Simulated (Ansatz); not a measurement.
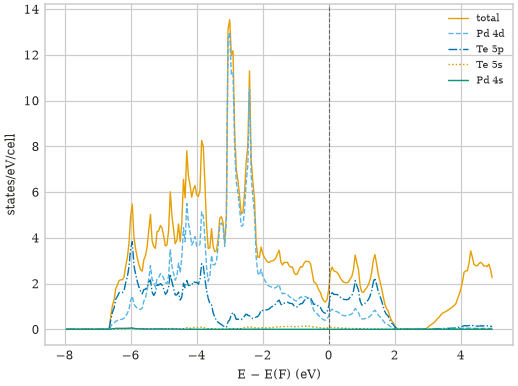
Figure. Total and projected density of states of TePd (NiAs type, P6_3/mmc), plane-wave PAW r²SCAN (Ansatz code)

Which orbitals carry the states next to the Fermi level?

Within 0.5 eV of the Fermi level: Te 5p 59 %, Pd 4d 33 %. Projections are on Löwdin-orthogonalised atomic valence shells; empty p or d shells of many metals are not among them.

Where is the tallest occupied peak in this window, and what makes it?

Near -3.0 eV, about 14 states/eV per cell; the largest projected share is Pd 4d.

The workflow started from a Materials Project entry (that database holds measured and hypothetical structures alike); the Crystallography Open Database files this formula in space group No. 194, but the cells were not matched. Its standing as an ambient phase is unchecked. The cell was relaxed with r²SCAN under the symmetry of its start; whether a distortion lowers the energy is not shown. No spin polarisation was allowed. Spin–orbit coupling is left out wherever it is not named.

Potentials: the earlier of the program's two PAW sets.
